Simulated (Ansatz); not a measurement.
Input

```
crystal:
  periodic: [false, false, false]
  atoms:
    - {symbol: C, position_ang: [-0.834294, -0.255415, 1.514087]}
    - {symbol: O, position_ang: [-0.049167, 0.609273, 0.719622]}
    - {symbol: C, position_ang: [0.672729, -0.060181, -0.232235]}
    - {symbol: C, position_ang: [0.576036, 0.243774, -1.504074]}
    - {symbol: N, position_ang: [0.439084, 0.447571, -2.700680]}
    - {symbol: H, position_ang: [-1.322649, 0.363158, 2.266686]}
    - {symbol: H, position_ang: [-1.591659, -0.767908, 0.911326]}
    - {symbol: H, position_ang: [-0.210796, -1.006692, 2.014672]}
    - {symbol: H, position_ang: [1.380504, -0.819030, 0.092663]}
    - {symbol: H, position_ang: [1.023315, 1.194349, -3.079166]}
basis:
  gaussian: {orbitals: def2-TZVPP}
hamiltonian: {xc: pbe0, dispersion: d4}
output: {orbitals: {seedname: orbitals}}
```

Launched as:

```sh
ansatz run in.yaml --threads 2 --pin off --events-out ev --progress --plain --max-ram 4352MiB
```

Geometry: PBE0-D4/def2-TZVP.

Theory: Ansatz 0.2.0, RKS PBE0-D4/def2-TZVPP.

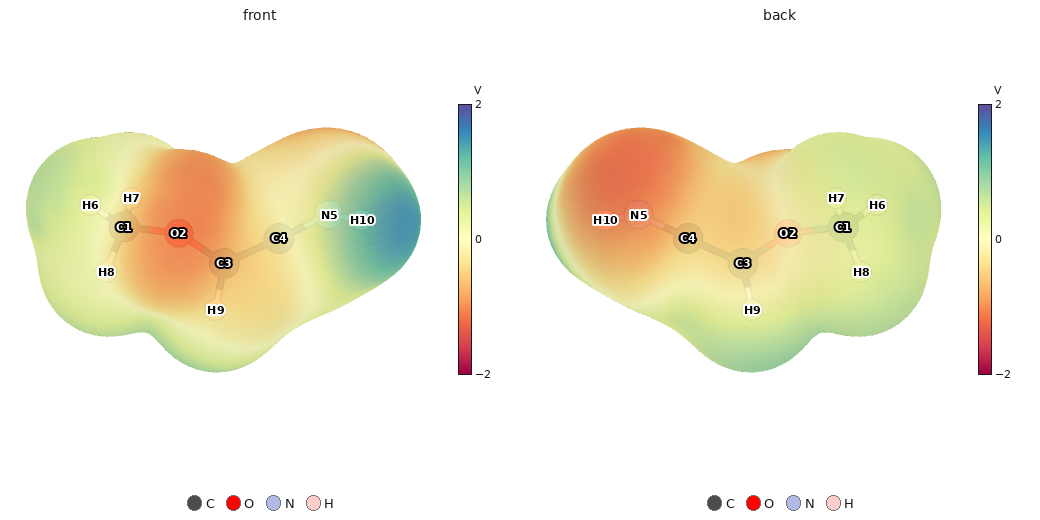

C3H5NO (SMILES COC=C=N). The electrostatic potential painted on the density surface at 0.001 e/bohr³, seen from the front and from behind; red is negative and blue positive.

Which sites attract a positive test charge, and which a negative one?

Answer. A positive charge is drawn to the negative regions and a negative charge to the positive ones. The most negative region (about −1.3 V) lies over N5, the most positive (about +1.5 V) over H10. N5 is the likeliest acceptor of a hydrogen bond.
